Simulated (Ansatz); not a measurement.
C$_{2}$H$_{11}$AlOSi$_{2}$: nudged elastic band (part 2 of 2)

Continued. System: C$_{2}$H$_{11}$AlOSi$_{2}$. Method: RKS B3LYP-D4/6-31G (Ansatz 0.2.0). It belongs to a series of runs on one base structure; here: band between the two ends.

Geometry of the input (Å):
```
C  -2.0567  -0.5754  0.7919
O  -0.7547  -1.1606  1.0089
Si 0.5117  -1.1851  -0.2068
C  1.8891  -2.2527  0.5732
Al 1.2022  1.1267  -0.8061
Si -0.4128  2.9942  -0.8030
H  -2.5720  -1.0354  -0.0630
H  -1.9947  0.5090  0.6189
H  -2.6460  -0.7515  1.6943
H  -0.0171  -1.9091  -1.4394
H  2.7142  -2.3924  -0.1340
H  1.4851  -3.2335  0.8435
H  2.2812  -1.7813  1.4792
H  2.7419  1.4229  -1.1833
H  0.0632  4.2272  -1.5278
H  -1.7282  2.5900  -1.4232
H  -0.7254  3.4066  0.6168
```

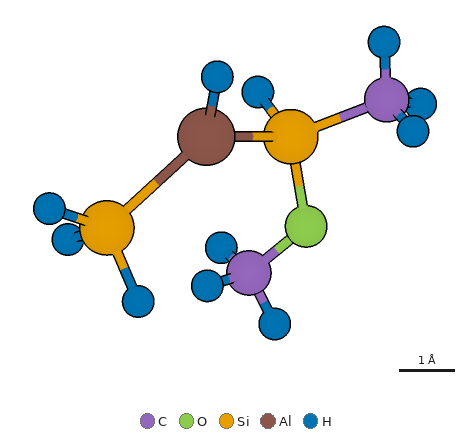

The starting structure (ball-and-stick view, seen at a tilt). Sticks mark near contacts.

Output, continued:
```
NEB iter  45: max|band force component| = 1.202e-1 eV/Å  barrier→ = 1.5856 eV  barrier← = 0.1887 eV  CI = image 4  Δτ_max = 0.0909 Å  (141 SCF iters)
NEB iter  46: max|band force component| = 8.927e-2 eV/Å  barrier→ = 1.5856 eV  barrier← = 0.1887 eV  CI = image 4  Δτ_max = 0.0880 Å  (138 SCF iters)
NEB iter  47: max|band force component| = 7.163e-2 eV/Å  barrier→ = 1.5855 eV  barrier← = 0.1886 eV  CI = image 4  Δτ_max = 0.0827 Å  (132 SCF iters)
NEB iter  48: max|band force component| = 7.906e-2 eV/Å  barrier→ = 1.5853 eV  barrier← = 0.1884 eV  CI = image 4  Δτ_max = 0.0413 Å  (133 SCF iters)
NEB iter  49: max|band force component| = 6.660e-2 eV/Å  barrier→ = 1.5852 eV  barrier← = 0.1883 eV  CI = image 4  Δτ_max = 0.0414 Å  (133 SCF iters)
the calculation of the forces begins
reference -26648.74329251 eV, -979.3232528328 hartree; 36, 36 occupied and 52, 52 virtual orbitals, 1182 factors
1182 factors; integrals over basis functions are off by at most 1.7e-4 eV
mean field -26648.59988107 eV, -979.3179825594 hartree, gradient 1.4e-5 eV, S^2 0.000000; 1 other end points of the search recorded, 0 dependent functions left out
the calculation of the forces begins
reference -26648.60020363 eV, -979.3179944134 hartree; 36, 36 occupied and 52, 52 virtual orbitals, 1182 factors
NEB iter  50: max|band force component| = 4.456e-2 eV/Å  barrier→ = 1.5850 eV  barrier← = 0.1881 eV  CI = image 4  Δτ_max = 0.0000 Å  (272 SCF iters)
```

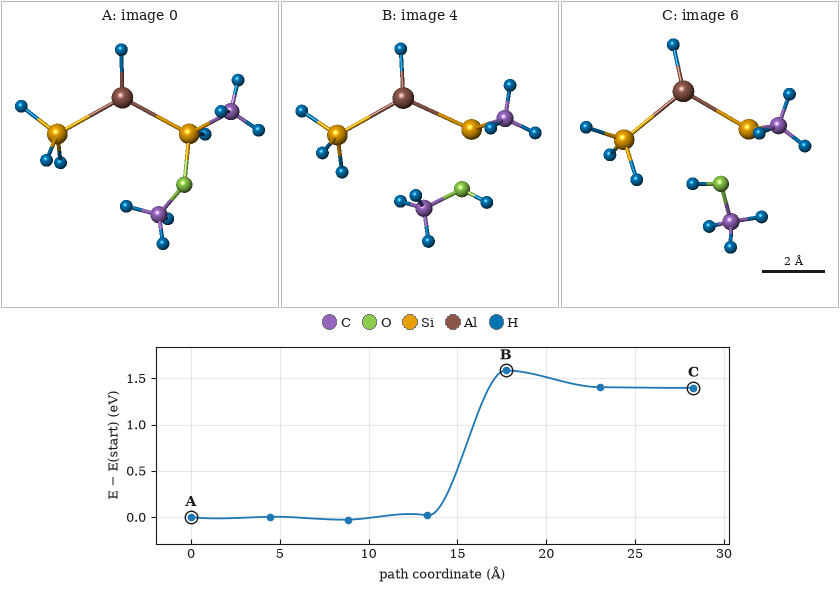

Images of the last band (counted from 0; ball-and-stick, seen at a tilt) above the energy along the path; the line is a cubic interpolation that uses the forces. The highest image is number 4, 1.585 eV above the start and 0.188 eV above the end (the climbing image); the end lies 1.397 eV above the start. The path is 28.29 Å long. The band converged in 50 iterations.

```
Total energy: -26649.26688792 eV, -979.3424946091 hartree
Atom 0 at    -1.842451    -0.446426     0.355026 Å, force    -0.017586     0.010214     0.009194 eV/Å
Atom 1 at    -1.002977    -1.375764    -0.421040 Å, force     0.015274    -0.022383    -0.003087 eV/Å
Atom 2 at     0.913754    -1.097012    -1.139654 Å, force     0.003786    -0.000553    -0.006116 eV/Å
Atom 3 at     1.634402    -2.389664     0.168932 Å, force    -0.000774    -0.004970     0.005093 eV/Å
Atom 4 at     1.446793     1.195437    -0.378114 Å, force     0.001274     0.012869    -0.004546 eV/Å
Atom 5 at    -0.226531     3.029571    -0.170253 Å, force    -0.002709    -0.009170     0.001910 eV/Å
Atom 6 at    -2.855695    -0.848961     0.418977 Å, force     0.001256    -0.000724     0.002386 eV/Å
Atom 7 at    -1.849188     0.490597    -0.196093 Å, force    -0.000523    -0.000965    -0.002600 eV/Å
Atom 8 at    -1.410061    -0.299369     1.347563 Å, force     0.004182    -0.004740    -0.002151 eV/Å
Atom 9 at    -1.218249    -2.315236    -0.278804 Å, force    -0.007480     0.016620    -0.003908 eV/Å
Atom 10 at     2.729156    -2.306467     0.151650 Å, force     0.001084     0.001678    -0.000395 eV/Å
Atom 11 at     1.385468    -3.417264    -0.123041 Å, force     0.000054     0.001756     0.000951 eV/Å
Atom 12 at     1.304790    -2.218086     1.199019 Å, force     0.000020    -0.000635    -0.000698 eV/Å
Atom 13 at     2.972844     1.690299    -0.607029 Å, force     0.003923    -0.003816     0.002684 eV/Å
Atom 14 at    -1.443499     2.792261    -1.043602 Å, force    -0.002574     0.001605     0.003377 eV/Å
Atom 15 at    -0.792022     3.083320     1.236412 Å, force    -0.001033     0.004924     0.000067 eV/Å
Atom 16 at     0.234566     4.432465    -0.479746 Å, force     0.001824    -0.001711    -0.002161 eV/Å
Dipole moment:    -0.801235    -0.801233     0.601490 e Å
this run last wrote the band of iteration 50 to [file]
```

The last band as extended XYZ (Å, eV, eV/Å):
```
17
Properties=species:S:1:pos:R:3:forces:R:3 image=0 energy=-26650.85158
C    -2.0567   -0.5754    0.7919    0.0172  -0.0077   0.0028
O    -0.7547   -1.1606    1.0089   -0.0084   0.0044   0.0019
Si    0.5117   -1.1851   -0.2068    0.0019  -0.0069  -0.0022
C     1.8891   -2.2527    0.5732    0.0003   0.0018   0.0018
Al    1.2022    1.1267   -0.8061    0.0099   0.0001  -0.0010
Si   -0.4128    2.9942   -0.8030    0.0004   0.0014   0.0022
H    -2.5720   -1.0354   -0.0630   -0.0053  -0.0010  -0.0085
H    -1.9947    0.5090    0.6189   -0.0033   0.0061   0.0020
H    -2.6460   -0.7515    1.6943   -0.0026   0.0007   0.0059
H    -0.0171   -1.9091   -1.4394   -0.0003  -0.0007  -0.0004
H     2.7142   -2.3924   -0.1340   -0.0010   0.0004   0.0015
H     1.4851   -3.2335    0.8435   -0.0011   0.0031  -0.0020
H     2.2812   -1.7813    1.4792    0.0021  -0.0015  -0.0005
H     2.7419    1.4229   -1.1833   -0.0044  -0.0026  -0.0005
H     0.0632    4.2272   -1.5278   -0.0106  -0.0071   0.0092
H    -1.7282    2.5900   -1.4232    0.0090   0.0104   0.0035
H    -0.7254    3.4066    0.6168   -0.0036  -0.0011  -0.0156
17
Properties=species:S:1:pos:R:3:forces:R:3 image=1 energy=-26650.84793
C    -2.1753   -0.7339    0.3284    0.0091  -0.0061   0.0085
O    -0.8949   -1.2581    0.7429   -0.0018   0.0034  -0.0077
Si    0.5569   -1.1527   -0.2380    0.0016   0.0043  -0.0057
C     1.8222   -2.2524    0.6767    0.0039   0.0010  -0.0017
Al    1.2772    1.2089   -0.5283   -0.0072  -0.0117   0.0205
Si   -0.3167    3.0953   -0.5024    0.0077   0.0074  -0.0061
H    -2.5141   -1.1891   -0.6134    0.0007   0.0033  -0.0003
H    -2.1495    0.3576    0.1981   -0.0012   0.0024   0.0020
H    -2.8937   -0.9755    1.1148   -0.0032   0.0007  -0.0011
H     0.2666   -1.7814   -1.5959   -0.0017  -0.0072  -0.0006
H     2.7603   -2.3095    0.1134   -0.0032   0.0009   0.0018
H     1.4155   -3.2622    0.7901   -0.0009  -0.0013   0.0009
H     2.0364   -1.8547    1.6731    0.0000  -0.0003  -0.0003
H     2.8483    1.5317   -0.6969   -0.0024   0.0050  -0.0059
H    -1.6634    2.7249   -1.0705    0.0045   0.0002  -0.0035
H    -0.5661    3.5523    0.9159    0.0011  -0.0063  -0.0044
H     0.1715    4.2986   -1.2680   -0.0070   0.0043   0.0035
17
Properties=species:S:1:pos:R:3:forces:R:3 image=2 energy=-26650.87886
C    -2.0617   -1.4624    0.8106   -0.0217  -0.0395   0.0046
O    -1.0191   -0.4768    0.6244   -0.0016   0.0408   0.0297
Si    0.3900   -0.7323   -0.3998    0.0371  -0.0104  -0.0400
C     1.4206   -2.2360    0.2022   -0.0007  -0.0060   0.0095
Al    1.3272    1.5234   -0.0791   -0.0094  -0.0088   0.0288
Si    0.0541    3.5138   -0.7733    0.0038  -0.0003  -0.0024
H    -1.6794   -2.3666    1.3051   -0.0036   0.0075  -0.0016
H    -2.5170   -1.7500   -0.1478    0.0023   0.0035  -0.0022
H    -2.8285   -1.0126    1.4452    0.0001   0.0041  -0.0014
H    -0.0834   -1.0577   -1.8087   -0.0029  -0.0072   0.0021
H     2.3071   -2.3512   -0.4331   -0.0033   0.0005  -0.0101
H     0.8457   -3.1677    0.1539   -0.0042   0.0086  -0.0051
H     1.7574   -2.0915    1.2336    0.0002   0.0054   0.0003
H     2.7342    1.7202    0.6837    0.0029   0.0076  -0.0016
H    -1.1835    3.1892   -1.5662    0.0022  -0.0041  -0.0037
H    -0.3830    4.3314    0.4178    0.0049  -0.0119  -0.0010
H     0.9005    4.4266   -1.6282   -0.0061   0.0102  -0.0060
17
Properties=species:S:1:pos:R:3:forces:R:3 image=3 energy=-26650.83305
C    -1.9790   -0.8325    0.5279   -0.0095  -0.0133   0.0342
O    -1.2415   -1.2643   -0.6356   -0.0355  -0.0255  -0.0180
Si    0.4981   -1.1048   -0.7866    0.0514   0.0130  -0.0245
C     1.3743   -2.2623    0.4766    0.0161   0.0053  -0.0072
Al    1.3011    1.2448   -0.6411    0.0074  -0.0050   0.0441
Si   -0.1601    3.1839   -0.1912   -0.0052  -0.0100  -0.0108
H    -1.5625   -1.2446    1.4598   -0.0162   0.0107  -0.0261
H    -3.0038   -1.1958    0.4178    0.0195   0.0202  -0.0128
H    -2.0003    0.2636    0.6073    0.0089   0.0190   0.0123
H     0.7567   -1.6397   -2.1738   -0.0217  -0.0162   0.0265
H     2.4482   -2.3041    0.2591   -0.0071   0.0033   0.0037
H     0.9639   -3.2746    0.3981    0.0038  -0.0026  -0.0087
H     1.2471   -1.9194    1.5086   -0.0026   0.0007   0.0025
H     2.8778    1.4958   -0.8735   -0.0037   0.0065  -0.0130
H    -1.0315    3.4656   -1.3909   -0.0128   0.0028   0.0013
H    -1.0974    2.9333    0.9651    0.0092  -0.0051  -0.0084
H     0.5899    4.4550    0.1126   -0.0020  -0.0036   0.0050
17
Properties=species:S:1:pos:R:3:forces:R:3 image=4 energy=-26649.26657
C    -1.8425   -0.4464    0.3550   -0.0176   0.0102   0.0092
O    -1.0030   -1.3758   -0.4210    0.0153  -0.0224  -0.0031
Si    0.9138   -1.0970   -1.1397    0.0038  -0.0006  -0.0061
C     1.6344   -2.3897    0.1689   -0.0008  -0.0050   0.0051
Al    1.4468    1.1954   -0.3781    0.0013   0.0129  -0.0045
Si   -0.2265    3.0296   -0.1703   -0.0027  -0.0092   0.0019
H    -2.8557   -0.8490    0.4190    0.0013  -0.0007   0.0024
H    -1.8492    0.4906   -0.1961   -0.0005  -0.0010  -0.0026
H    -1.4101   -0.2994    1.3476    0.0042  -0.0047  -0.0022
H    -1.2182   -2.3152   -0.2788   -0.0075   0.0166  -0.0039
H     2.7292   -2.3065    0.1517    0.0011   0.0017  -0.0004
H     1.3855   -3.4173   -0.1230    0.0001   0.0018   0.0010
H     1.3048   -2.2181    1.1990    0.0000  -0.0006  -0.0007
H     2.9728    1.6903   -0.6070    0.0039  -0.0038   0.0027
H    -1.4435    2.7923   -1.0436   -0.0026   0.0016   0.0034
H    -0.7920    3.0833    1.2364   -0.0010   0.0049   0.0001
H     0.2346    4.4325   -0.4797    0.0018  -0.0017  -0.0022
17
Properties=species:S:1:pos:R:3:forces:R:3 image=5 energy=-26649.44783
C    -1.4867   -0.6427    0.9465    0.0125  -0.0008   0.0234
O    -1.0245   -0.6986   -0.4545   -0.0313   0.0130   0.0222
Si    0.9002   -1.0201   -1.0430   -0.0011   0.0041  -0.0011
C     1.2212   -2.5182    0.1686   -0.0072   0.0024  -0.0002
Al    1.7217    1.1965   -0.3932    0.0072   0.0145  -0.0098
Si   -0.1806    2.8109   -0.6088    0.0116  -0.0165   0.0031
H    -1.1163   -1.5481    1.4198    0.0043  -0.0087  -0.0075
H    -2.5778   -0.6269    0.9570   -0.0039  -0.0048  -0.0056
H    -1.0714    0.2430    1.4343   -0.0026  -0.0014  -0.0007
H    -1.4376    0.0059   -0.9958    0.0205  -0.0029  -0.0281
H     2.2703   -2.8122    0.0330    0.0035  -0.0014   0.0002
H     0.5982   -3.3737   -0.1142   -0.0004  -0.0004   0.0025
H     1.0774   -2.2994    1.2305    0.0004  -0.0011   0.0002
H     3.1949    1.8169   -0.6217    0.0056  -0.0039   0.0015
H    -0.1596    3.8192   -1.7321    0.0026   0.0000  -0.0023
H    -1.4878    2.0454   -0.8375   -0.0121   0.0092   0.0031
H    -0.4604    3.6018    0.6511   -0.0097  -0.0013  -0.0009
17
Properties=species:S:1:pos:R:3:forces:R:3 image=6 energy=-26649.45468
C    -2.1629   -0.9946    0.2474   -0.0039  -0.0028  -0.0011
O    -0.7814   -0.5133    0.3853   -0.0053   0.0006   0.0014
Si    0.7231   -1.2300   -0.8185   -0.0045   0.0028   0.0016
C     1.6694   -2.1405    0.6458   -0.0029   0.0015   0.0030
Al    1.6488    1.0378   -1.1793   -0.0010  -0.0012  -0.0010
Si    0.0026    2.7851   -0.4663    0.0010   0.0040   0.0002
H    -2.0869   -1.9781   -0.2131    0.0012   0.0010  -0.0018
H    -2.7326   -0.3226   -0.3994    0.0023  -0.0028   0.0044
H    -2.6169   -1.0653    1.2380    0.0015   0.0013  -0.0004
H    -0.7321    0.4055    0.7294    0.0043   0.0011  -0.0023
H     2.6841   -2.3827    0.3039    0.0034  -0.0004  -0.0028
H     1.1625   -3.0795    0.8912    0.0011   0.0007  -0.0008
H     1.7506   -1.5331    1.5517    0.0016  -0.0009  -0.0009
H     2.7915    1.5326   -2.2056    0.0023  -0.0007   0.0036
H    -1.0702    3.1646   -1.4627    0.0003   0.0006  -0.0005
H    -0.8248    2.2374    0.7091   -0.0032  -0.0040  -0.0001
H     0.5565    4.0764    0.0833    0.0019  -0.0008  -0.0023
```

Summary:

```json
{"quantity": "outcome", "value": "converged"}
{"quantity": "barrier, forward", "value": "1.585 eV"}
{"quantity": "barrier, backward", "value": "0.188 eV"}
{"quantity": "hardware", "value": "2 threads of Arm Neoverse V2, 24 GiB of memory available, shared host"}
{"quantity": "wall time", "value": "15 min (CPU time 29 min)"}
{"quantity": "peak memory", "value": "0.25 GiB"}
```

The order of the saddle point was not checked.
